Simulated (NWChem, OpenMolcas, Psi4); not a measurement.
**How basis sets differ on AlBNH4F (SMILES [NH2][AlH][BH]F)**

AlBNH4F: 8 atoms, total charge 0, spin state singlet. SMILES: `[NH2][AlH][BH]F`. The shape is that of a PBE0-D4/def2-TZVP optimisation. This is one conformer, not always the lowest.

Quantity: the HOMO–LUMO gap, in eV. The values are calculated.

| level | kind | program | value (eV) | CPU time |
| --- | --- | --- | --- | --- |
| HF/STO-3G | Hartree–Fock | NWChem | 14.52 | 3 s |
| HF/3-21G | Hartree–Fock | OpenMolcas | 11.35 | 1.6 s |
| HF/def2-SVP | Hartree–Fock | NWChem | 11.40 | 17 s |
| HF/def2-SVP (density fitting) | Hartree–Fock | Psi4 | 11.40 | 1.9 s |
| HF/def2-SVPD | Hartree–Fock | OpenMolcas | 11.28 | 15 s |

The values span 11.28 to 14.52 eV. A Hartree–Fock LUMO above zero doesn't converge with the basis: it sinks as sets grow more diffuse. Orbital gaps aren't excitation energies. Times are those of the runs behind each value, whatever else they computed, on shared processors of several kinds: orders of magnitude only.

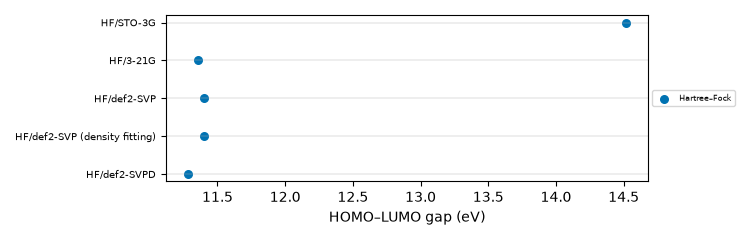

The values of the table, level by level.
